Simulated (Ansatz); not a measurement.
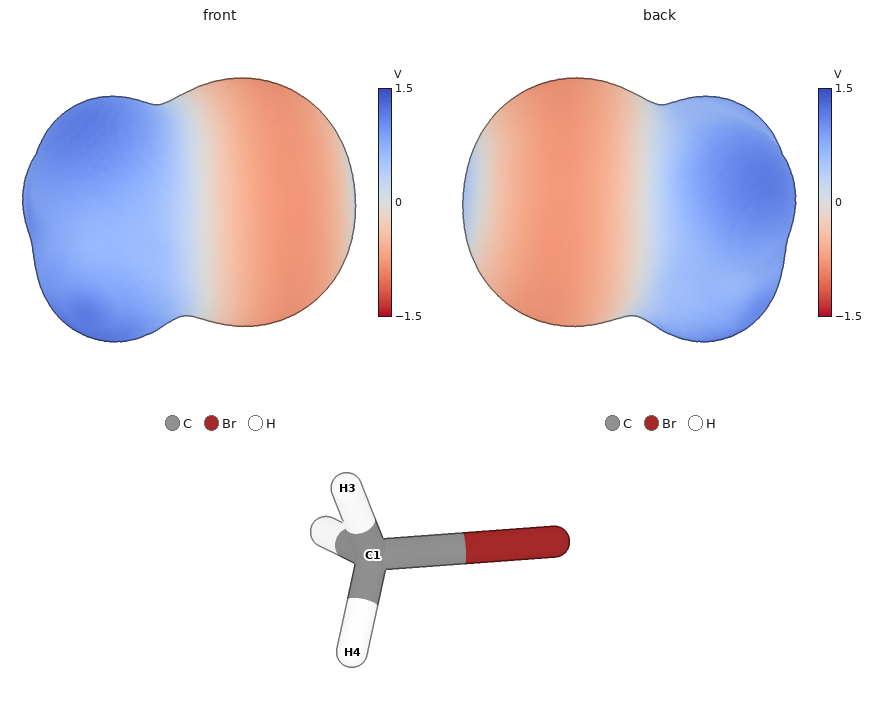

The picture shows: CH3Br. The electrostatic potential painted on the density surface at 0.002 e/bohr³, seen from the front and from behind; red is negative and blue positive. The bare structure is drawn below in the same view.

Geometry: PBE0-D4/def2-TZVP.

The calculation used isolated molecule in a Gaussian basis; Hartree-Fock (Ansatz).

```xyz
5

C    -0.1063    0.1236    0.0884
Br    1.0011   -1.1644   -0.8332
H     0.5165    0.9737    0.3513
H    -0.5063   -0.3541    0.9780
H    -0.9050    0.4212   -0.5845
```

### Describe the electrostatic potential map.

The most negative region (about −0.8 V) lies over Br2, the most positive (about +1.2 V) over H3, H4 and H5. Br2 shows a σ-hole: about +0.4 V at the tip opposite its bond, against about −0.7 V on its flanks.
